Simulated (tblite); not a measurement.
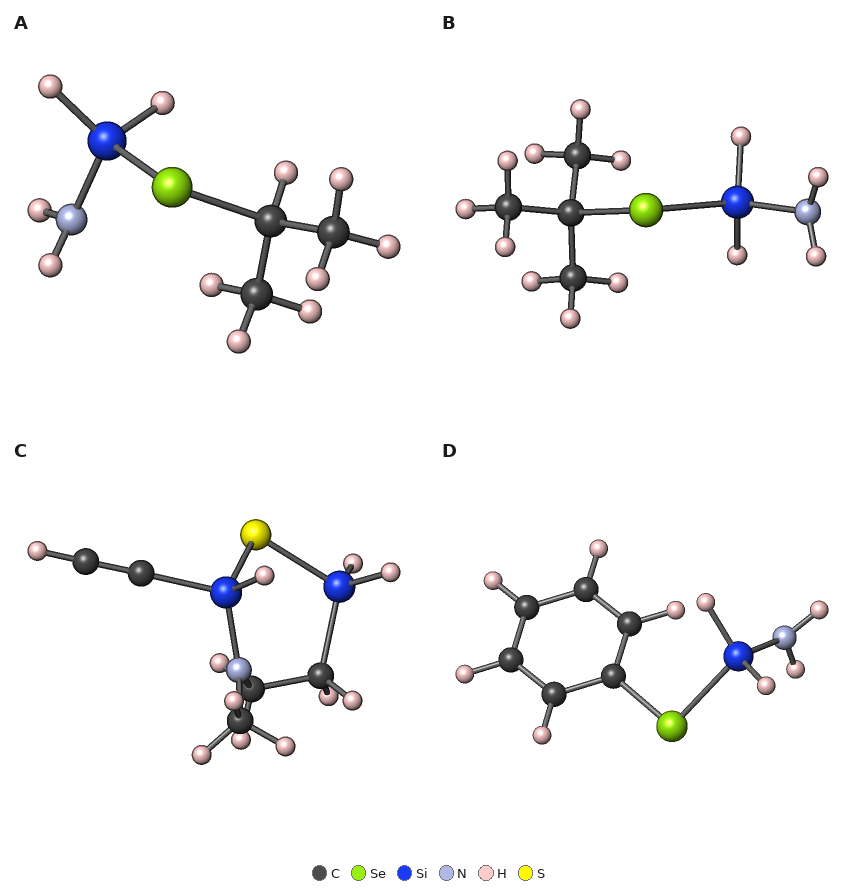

Figure made from data computed with tblite.

### Match each picture to its SMILES.
(1) CC(C)(C)[Se][SiH2]N
(2) C#C[Si@@H]1S[SiH2]CCN1C
(3) CC(C)[Se][SiH2]N
(4) N[SiH2][Se]c1ccccc1

A is (3), B is (1), C is (2), D is (4).
